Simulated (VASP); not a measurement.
Band structure of GeSn (relaxed from the CsCl type structure, space group Pm-3m). These are PBEsol GGA, VASP's PBE PAW potentials (set 64) (plane waves; VASP) values and carry that method's errors.

Unless said otherwise, spin-orbit coupling is left out, though it shifts the bands of the heavy elements here.

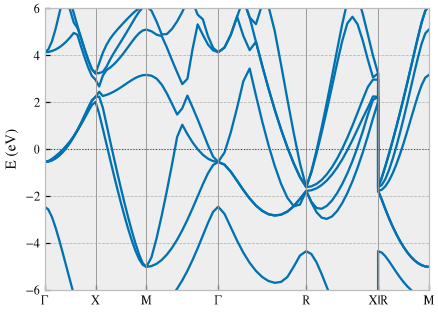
*Bands along high-symmetry lines, zero at the valence-band maximum or, without a gap, the Fermi level*

Read the plot: is there a gap, and where are the band edges?

It has no gap at this level: it comes out as a metal or semimetal. (Edges off the drawn lines would not show.)

The structure was generated: GeSn was put into the CsCl type type (Pm-3m), which need not be its known phase. It was relaxed first, which changed the volume by +16 %. VASP warned that the highest band is occupied, so more bands are needed.
